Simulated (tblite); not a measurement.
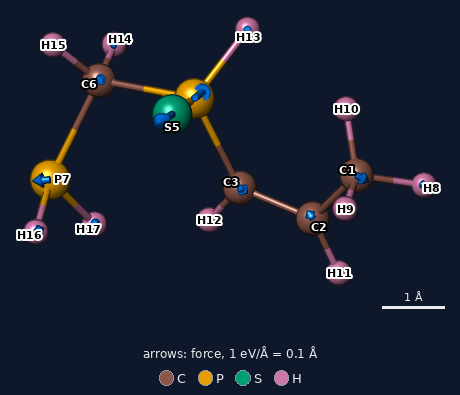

Starting geometry of C₄H₁₀P₂S with the computed forces as blue arrows. The picture is a ball-and-stick view, seen at a tilt.

Theory: GFN2-xTB geometry optimisation, gas phase in tblite 0.8.0. 

### What follows when this structure is relaxed?

It isn't relaxed: the largest force vector, on the S atom, is 10.53 eV/Å. The final displacements have little in common with the starting forces (cosine between the two patterns 0.14). An H atom moves most after the best rigid fit: 1.10 Å. By element the largest moves are H 1.10 Å, S 0.81 Å, P 0.50 Å, C 0.31 Å. Near-neighbour distances that change, for instance: P–S 1.758 → 1.933 Å, H–P 1.468 → 1.393 Å, C–P 1.769 → 1.808 Å, C–P 1.808 → 1.845 Å. Among the angles between lasting bonds that change: H–P–H 110.7° → 91.4°, C–P–H 113.7° → 96.0°, C–P–H 111.1° → 94.8°. Groups turn about C–P by about 35°, C–C by about 30°. Over 110 geometry steps the energy falls by 51.7 kcal/mol. The run took 1.4 s on 1 thread of Arm Neoverse N1, on a shared host.
